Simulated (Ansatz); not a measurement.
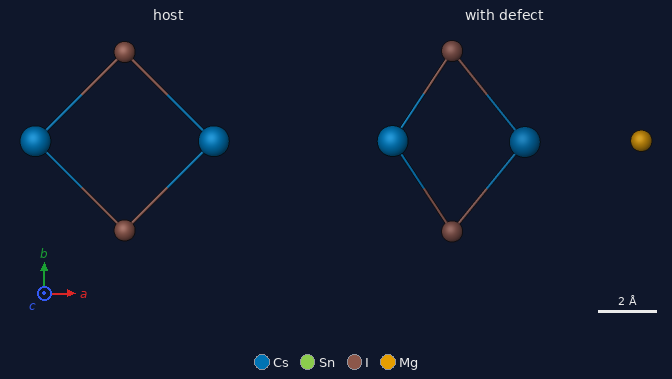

Left: perfect CsSnI3. Right: the same region with a pair of point defects, after relaxing the atoms in a supercell of 40 sites. Style: ball-and-stick. Shown: the atoms within 5.4 Å of one point, in a slice 3.4 Å thick across the line of sight, along the c axis.

Computed with DFT, PBEsol, PAW, plane waves (Ansatz 0.2.0). Set-up: plane-wave cutoff 420 eV; k-point mesh 1 × 1 × 1; mesh shifted by (0.25, 0.25, 0.25); no spin polarisation. Fermi-Dirac smearing of 0.01 eV. A uniform background neutralises the charged cell. The axes drawn are those of the host's conventional cell.

What kind of defect was made?

A caesium atom is replaced by magnesium and an extra caesium atom is put between the host's atoms (an interstitial), the two sites 3.1 Å apart.

The charge state of the cell is +2.

What does the relaxation do around it?

In the host the Cs atom has ; the Mg atom ends with 4 I at 2.77 to 2.78 Å. The Cs atom starts with 4 I at 3.07 to 3.08 Å, 2 Cs at 3.08 Å around its place and ends with 3 I at 3.80 to 3.98 Å. Of the host's atoms, a caesium atom moves furthest from its site, by 1.02 Å. The Mg atom itself moves 3.16 Å from where it was put. The Cs atom itself moves 2.18 Å from where it was put.

Limits of the set-up: the cell is charged, on a uniform background, and energies carry no finite-size correction.
